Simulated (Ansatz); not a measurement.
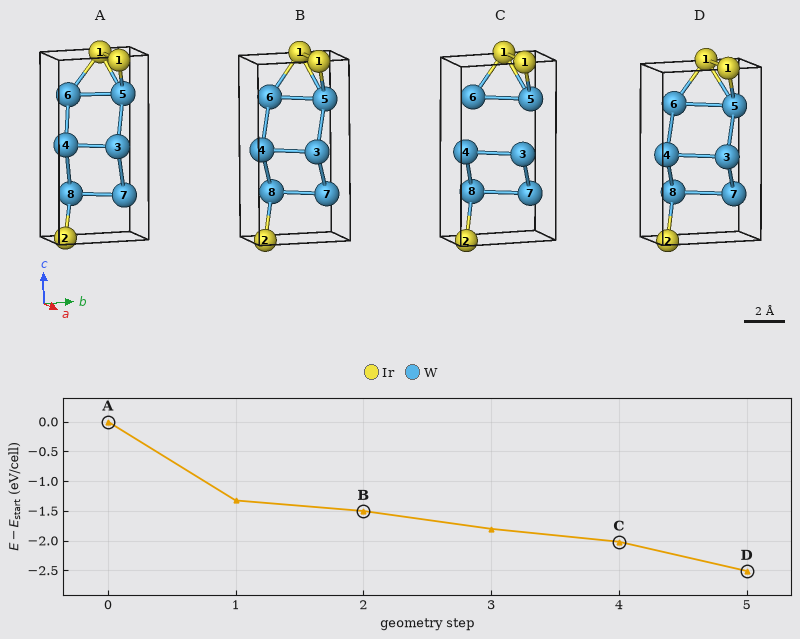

Frames of a relaxation of a crystal of IrW3 (a generated structure, set up in P1) (coarse preliminary run), marked on the history of the run. A ball-and-stick model of the cell of the calculation, seen slightly off an axis.

Method: Ansatz, DFT PBE, scalar-relativistic, plane waves, PAW. Set-up: plane-wave cutoff 420 eV; k-point mesh 8 × 4 × 4; occupations gaussian; smearing width 0.2 eV; no spin polarisation; cell and atoms relaxed; force threshold 0.025 eV/Å; at most 60 steps.

Q: What happens along the run?

A: The run was cut off at its time limit before the relaxation converged, so the last structure is only a point on the way. W4 moves most relative to the cell: 0.59 Å roughly along [3 −1 0]. Largest moves by element: W 0.59 Å, Ir 0.21 Å. The drawn cell changes as follows: a 2.702 → 2.745 Å (+1.6 %), b 4.836 → 5.211 Å (+7.8 %), c 9.533 → 8.904 Å (−6.6 %), α 90.1° → 89.3°, β 90.2° → 91.5°, γ 88.7° → 81.5°; the volume changes by +1.1 %. Near-neighbour distances that change, for instance: W4–W5 4.038 → 3.084 Å, W3–W6 4.001 → 3.083 Å, W4–W6 2.749 → 3.266 Å, W3–W7 3.218 → 2.761 Å. New bonds form: W3–W6 (4.00 → 3.08 Å), W4–W5 (4.04 → 3.08 Å). The space group stays P1 (No. 1). Over 5 geometry steps the energy falls by 2.509 eV per cell of the calculation. Largest force component: 3 eV/Å at the start, 0.84 eV/Å at the end. The pressure goes from 14.46 to 1.24 GPa. Cost: 9.4 min on 1 thread of Intel(R) Xeon(R) Processor @ 2.50GHz (Skylake/Cascade Lake), on a shared host, peak memory 0.7 GiB. From step 0 to 2: W4 moves most (0.26 Å), volume +0.5 %, energy −1.502 eV per cell of the calculation. From step 2 to 4: W atoms move most (0.39 Å), volume +1.2 %, energy −0.517 eV per cell of the calculation. From step 4 to 5: W8 moves most (0.16 Å), volume −0.7 %, energy −0.491 eV per cell of the calculation.
